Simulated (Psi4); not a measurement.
# C5H8O2 (acetylacetone (keto form)) at wB97X/6-31G(d) (spherical functions)

Aim: the vertical singlet–triplet gap of C5H8O2 (acetylacetone (keto form)) at wB97X/6-31G* (spherical functions), from 2 runs. 

Program for the calculation: Psi4 1.11.

1 further run of the same task is left out (set aside as unsound or not needed).

**1. Starting point**

C5H8O2 has 15 atoms, charge 0, and is taken as a singlet. SMILES: `CC(=O)CC(C)=O`. Geometry: relaxed at PBE0-D4/def2-TZVP. This is one conformer, not always the lowest.

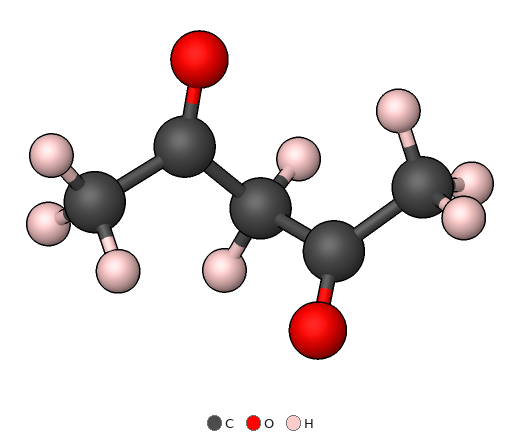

Viewed from a chosen angle; carbon dark grey, oxygen red, hydrogen pink.

**2. The energy at wB97X/6-31G(d) (spherical functions)**

Contents of input.in:

```
memory 1.6 GB

molecule {
  0 1
  C
  C 1 1.498127
  O 2 1.204728 1 123.36783
  C 2 1.523253 3 120.74534 1 -177.55008
  C 4 1.523241 2 107.0755 3 88.89986
  C 5 1.498141 4 115.8452 2 -88.91337
  O 5 1.204744 6 123.36671 4 -177.6634
  H 1 1.088198 2 110.45241 3 -7.03337
  H 1 1.094329 8 109.68669 2 -120.48447
  H 1 1.093707 8 110.87271 9 -117.61371
  H 4 1.089948 5 108.19827 7 -30.86495
  H 4 1.089946 11 111.34277 5 122.21436
  H 6 1.088201 5 110.4526 7 -7.09415
  H 6 1.093697 13 110.87334 5 121.91185
  H 6 1.094346 13 109.6813 14 117.61411
  symmetry c1
  no_reorient
  no_com
}

set {
  puream true
  e_convergence 1e-09
  d_convergence 1e-08
  scf_type pk
  dft_radial_points 99
  dft_spherical_points 590
}

result, w = energy("wb97x/6-31G*", return_wfn=True)
oeprop(w, "DIPOLE", "MAYER_INDICES", "LOWDIN_CHARGES")
```

On the command line:

```bash
psi4 input.in input.out -n 1
```

input.out:

```text
[...]
  Running in c1 symmetry.
[...]
  Nuclear repulsion =  298.105894912568260
[...]
  Multiplicity = 1
[...]
  Nalpha       = 27
  Nbeta        = 27
[...]
    Number of basis functions: 114
[...]
   @RKS iter   1:  -345.42297575070188   -8.27795e-01   6.93432e-03 ADIIS/DIIS
[...]
   @RKS iter  14:  -345.70226729180496   -7.78755e-12   4.68285e-09 DIIS
[...]
    Orbital Energies [Eh]
    ---------------------
    Doubly Occupied:
       1A    -19.214337     2A    -19.214312     3A    -10.371781
       4A    -10.371719     5A    -10.279294     6A    -10.268058
       7A    -10.268023     8A     -1.186059     9A     -1.179110
      10A     -0.930390    11A     -0.886663    12A     -0.845520
      13A     -0.682076    14A     -0.648144    15A     -0.598305
      16A     -0.597834    17A     -0.582581    18A     -0.547688
      19A     -0.545167    20A     -0.543714    21A     -0.510263
      22A     -0.500375    23A     -0.481646    24A     -0.471203
      25A     -0.465167    26A     -0.365178    27A     -0.350395
[...]
  @RKS Final Energy:  -345.70226729180496
   => Energetics <=
    Nuclear Repulsion Energy =            298.1058949125682602
    One-Electron Energy =               -1059.9186590111739861
    Two-Electron Energy =                 449.0715405695328286
    DFT Exchange-Correlation Energy =     -32.9610437627320465
    Empirical Dispersion Energy =           0.0000000000000000
    VV10 Nonlocal Energy =                  0.0000000000000000
    Total Energy =                       -345.7022672918049579
[...]
 Multipole Moments:
 ------------------------------------------------------------------------------------
     Multipole            Electronic (a.u.)      Nuclear  (a.u.)        Total (a.u.)
 ------------------------------------------------------------------------------------
 L = 1.  Multiply by 2.5417464519 to convert [e a0] to [Debye]
 Dipole X            :          0.2417593           -0.7097447           -0.4679854
 Dipole Y            :         -0.1766421            0.5131074            0.3364653
 Dipole Z            :         -0.0863904            0.2509106            0.1645202
 Magnitude           :                                                    0.5994048
[...]
```

It took 42 s on 1 thread of Intel Xeon 6975P-C (Granite Rapids), shared host; peak memory 0.88 GiB.

**3. The triplet**

Contents of c5h8o2.xyz:

```xyz
15
C5H8O2
C     -1.246790     1.404960    -1.197430
C     -0.047030     0.511730    -1.113160
O      1.038310     0.818220    -1.536800
C     -0.257300    -0.817030    -0.398680
C      0.025440    -0.579860     1.079180
C      1.448310    -0.765260     1.509870
O     -0.851520    -0.224100     1.824690
H     -0.964220     2.386950    -1.571630
H     -1.986100     0.954180    -1.866590
H     -1.719030     1.483740    -0.214080
H     -1.288930    -1.154460    -0.498010
H      0.439550    -1.542820    -0.817740
H      1.584770    -0.416860     2.531720
H      2.114560    -0.233550     0.824620
H      1.709980    -1.825820     1.444030
```

Contents of calc.py:

```python
import psi4

psi4.set_memory(1600000000)
psi4.set_num_threads(1)
psi4.set_output_file('c5h8o2.out', False)

with open('c5h8o2.xyz') as f:
    atoms = ''.join(f.readlines()[2:])
geom = psi4.geometry('0 3\n' + atoms + 'symmetry c1\nno_reorient\nno_com')

options = {'basis': '6-31G*', 'reference': 'uks', 'puream': True, 'e_convergence': 1e-09, 'd_convergence': 1e-08, 'scf_type': 'pk', 'dft_radial_points': 99, 'dft_spherical_points': 590, 'maxiter': 100}
psi4.set_options(options)

e_tot, wfn = psi4.energy('WB97X', return_wfn=True)
psi4.oeprop(wfn, 'LOWDIN_CHARGES', 'MAYER_INDICES', 'WIBERG_LOWDIN_INDICES', title='WB97X')
print(f'WB97X energy: {e_tot:.10f} Eh')
```

On the command line:

```bash
python calc.py
```

c5h8o2.out:

```text
[...]
  Running in c1 symmetry.
[...]
  Nuclear repulsion =  298.105905460789245
[...]
  Multiplicity = 3
[...]
  Nalpha       = 28
  Nbeta        = 26
[...]
    Number of basis functions: 114
[...]
   @UKS iter   1:  -345.33063415490437   -7.35453e-01   5.70501e-03 DIIS/ADIIS
[...]
   @UKS iter  19:  -345.53491964858972   -5.45697e-12   8.77406e-09 DIIS
[...]
   @S^2 Observed:                2.010837739E+00
[...]
    Orbital Energies [Eh]
    ---------------------
    Alpha Occupied:
       1A    -19.239866     2A    -19.239827     3A    -10.344667
       4A    -10.344626     5A    -10.307119     6A    -10.275258
       7A    -10.275244     8A     -1.208767     9A     -1.203026
      10A     -0.939433    11A     -0.888268    12A     -0.849736
      13A     -0.694921    14A     -0.660290    15A     -0.611169
      16A     -0.606917    17A     -0.596475    18A     -0.563622
      19A     -0.554311    20A     -0.545869    21A     -0.521150
      22A     -0.505365    23A     -0.496121    24A     -0.489836
      25A     -0.487879    26A     -0.397951    27A     -0.391649
      28A     -0.186023
    Alpha Virtual:
[...]
  @UKS Final Energy:  -345.53491964858972
   => Energetics <=
    Nuclear Repulsion Energy =            298.1059054607892449
    One-Electron Energy =               -1059.6142449372021019
    Two-Electron Energy =                 448.9157790707917570
    DFT Exchange-Correlation Energy =     -32.9423592429686067
    Empirical Dispersion Energy =           0.0000000000000000
    VV10 Nonlocal Energy =                  0.0000000000000000
    Total Energy =                       -345.5349196485897210
[...]
 Multipole Moments:
 ------------------------------------------------------------------------------------
     Multipole            Electronic (a.u.)      Nuclear  (a.u.)        Total (a.u.)
 ------------------------------------------------------------------------------------
 L = 1.  Multiply by 2.5417464519 to convert [e a0] to [Debye]
 Dipole X            :         -1.8748656            1.7398330           -0.1350326
 Dipole Y            :         -5.9696010            5.5398455           -0.4297555
 Dipole Z            :         -2.8813747            2.6722995           -0.2090752
 Magnitude           :                                                    0.4966247
[...]
```

Standard output:

```text
WB97X energy: -345.5349196486 Eh
```

It took 75 s on 1 thread of Intel Xeon 6975P-C (Granite Rapids), shared host; peak memory 0.87 GiB.

**4. Results**

Level: wB97X/6-31G* (spherical functions).

```
                                        quantity          value
                           singlet: total energy  -345.70227 Eh
                          singlet: dipole moment         1.52 D
                            singlet: HOMO energy       -9.53 eV
                            singlet: LUMO energy        1.37 eV
                          singlet: HOMO–LUMO gap       10.91 eV
                           triplet: total energy  -345.53492 Eh
                          triplet: dipole moment         1.26 D
     triplet: HOMO energy (highest over α and β)       -5.06 eV
      triplet: LUMO energy (lowest over α and β)       -3.25 eV
                                   triplet: ⟨S²⟩          2.011
vertical energy of the triplet above the singlet       4.554 eV
```

At this shape the triplet lies 4.55 eV (105 kcal/mol) above the singlet.
